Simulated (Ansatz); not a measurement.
Fields on a plane of Be2Fe (space group P6_3/mmc)

```xyz
12
Lattice="4.1908 0.0000 0.0000 -2.0954 3.6294 0.0000 0.0000 0.0000 6.7986" Properties=species:S:1:pos:R:3 pbc="T T T"
Be     0.0000     0.0000     0.0000
Be     0.0000     0.0000     3.3993
Be     2.0954     2.3924     1.6997
Be     0.0000     1.2370     5.0990
Be    -1.0241     3.0109     5.0990
Be     3.1196     0.6185     1.6997
Be     1.0713     0.6185     1.6997
Be     1.0241     3.0109     5.0990
Fe     0.0000     2.4196     0.4182
Fe     2.0954     1.2098     6.3804
Fe     2.0954     1.2098     3.8175
Fe     0.0000     2.4196     2.9811
```

The slice is a (-1 1 0 2) plane (indices of the conventional cell) through the point (0.830, 0.659, 0.250) (fractional), spanned by u = [110] and v = [1 -1 1] in vectors of this cell: u (4.19 Å) and v (9.95 Å, at 90° to u). It covers one period; positions are fractions (u, v).

Atoms on it: Be at (0.00, 0.00); Be at (0.51, 0.00). Other atoms lie within 1 Å of the plane.

Level of theory: r2SCAN (plane waves to 500 eV, PAW, scalar-relativistic; Ansatz, a first-principles code). k mesh 10×10×6. Near the nuclei the fields are pseudised (PAW); where an atom keeps semicore shells as valence, they peak there. Be2Fe was relaxed with its symmetry unable to fall. Relaxed Be2Fe ends ferromagnetic. The magnetic order is the one the run started from; other orders were not tried.

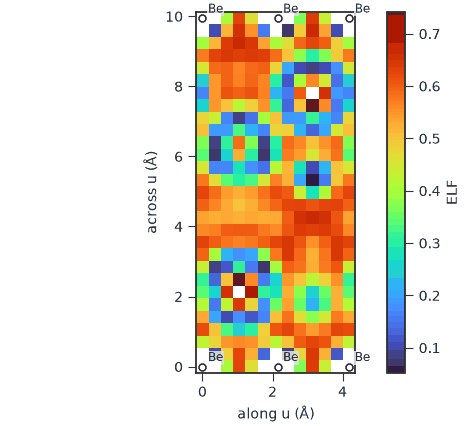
Figure: ELF of the down spins, one period of the plane, atoms marked. Points within 0.4 Å of a nucleus are left white, as the pseudised field means little there.

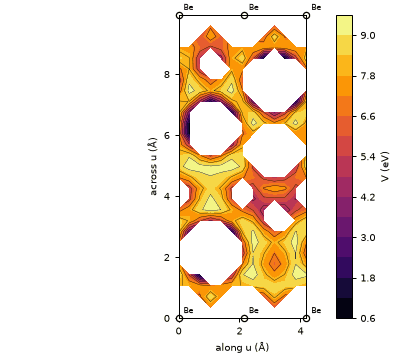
Figure. Electrostatic potential energy of an electron, from the cell's mean, in eV, one period of the plane, atoms marked. Points within 0.9 Å of a nucleus are left white, as the pseudised field means little there. Values under 1 eV are set to 1. The zero, the cell's mean, hangs on the PAW cores.
